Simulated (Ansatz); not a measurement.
# FGeHS: ionisation energy by level of theory

How much energy removes an electron from FGeHS at fixed geometry? The cation is run at each level and the neutral's energy taken from earlier runs.

The runs use Ansatz 0.2.0, Gaussian basis; unrestricted cation, the program's frozen cores in correlated methods.

Plan: UKS PBE-D4/def2-TZVPP; UKS r2SCAN-D4/def2-TZVPP; UKS PBE0-D4/def2-TZVPP; UKS B3LYP-D4/def2-TZVPP; UKS wB97X-V/def2-TZVPP; UKS wB97M-V/def2-TZVPP; UKS B2PLYP/def2-TZVPP; UHF-CCSD(T)/def2-TZVPP; UHF-MP2/def2-QZVPP; extrapolation to the limit; then −ε(HOMO) from the neutral's earlier runs with LDA (SPW92), PBE-D4, revPBE-D4, BLYP-D4, r2SCAN-D4, B97M-V, PBE0-D4, B3LYP-D4, r2SCANh-D4, r2SCAN0-D4, HSE06-D4, BHLYP-D4, CAM-B3LYP-D4, LC-ωPBE, ωB97X-V, ωB97M-V.

## 1. Structure used throughout

The geometry comes from an earlier relaxation with PBE0-D4 in a triple-zeta def2 set; it is a stationary point.

SMILES `[F][Ge][SH]`, 4 atoms, charge 0, spin multiplicity 1.

Atoms are counted from 1 here; the program's logs count them from 0.

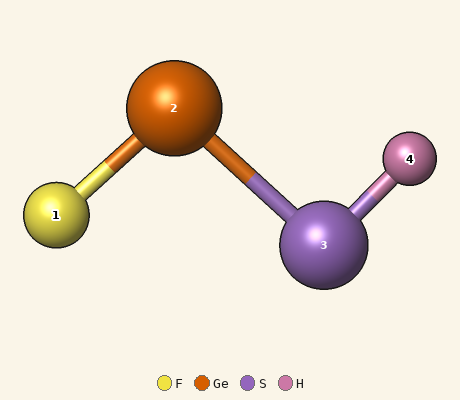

The geometry (fluorine yellow, germanium orange, sulfur purple, hydrogen pink); atoms are numbered from 1 in the order of the file.

## 2. Cation, UKS PBE-D4/def2-TZVPP

File in.yaml:

```yaml
crystal:
  periodic: [false, false, false]
  atoms:
    - {symbol: F, position_ang: [-1.910853, 0.471427, 0.574614]}
    - {symbol: Ge, position_ang: [-0.304096, -0.064244, 1.041916]}
    - {symbol: S, position_ang: [0.531545, -0.027429, -1.030755]}
    - {symbol: H, position_ang: [1.739004, -0.440054, -0.605975]}
basis:
  gaussian: {orbitals: def2-TZVPP}
total_charge: 1
magnetization: {spin_polarized: true, initial_magnetization: 1}
hamiltonian: {xc: pbe, dispersion: d4}
```

On the command line:

```sh
ansatz run in.yaml --threads 4 --pin off --events-out ev --progress --plain --max-ram 10444MiB
```

Further steps of the session: Cation, UKS r2SCAN-D4/def2-TZVPP; Cation, UKS PBE0-D4/def2-TZVPP; Cation, UKS B3LYP-D4/def2-TZVPP; Cation, UKS wB97X-V/def2-TZVPP; Cation, UKS wB97M-V/def2-TZVPP; Cation, UKS B2PLYP (frozen core)/def2-TZVPP; Cation, UHF-CCSD(T)/def2-TZVPP; Cation, UHF-MP2/def2-QZVPP.

**Question.** What will the summary of the whole plan be? Wanted: ionisation energy, CCSD(T)/CBS; nearest functional by difference; nearest −ε(HOMO); −ε(HOMO) of PBE; T1 of the cation.

The runs gave:

```
                        quantity               value
  ionisation energy, CCSD(T)/CBS            10.17 eV
nearest functional by difference  ωB97X-V (-0.22 eV)
                nearest −ε(HOMO)  LC-ωPBE (-0.05 eV)
                 −ε(HOMO) of PBE             6.50 eV
                T1 of the cation               0.021
```

In words: By cation minus neutral, the functionals miss by 0.45 eV at most. The PBE orbital energy is 3.7 eV too small: a semilocal HOMO is no ionisation energy. Among orbital estimates LC-ωPBE comes nearest. Hartree-Fock falls 1.08 eV short, as the neutral has more correlation energy than the cation. Correlated methods include outer-core shells of Ge, which these sets cover unevenly. With outer-core shells in play the reference is unsure by up to some tenths of an eV, so close misses can't be ranked.
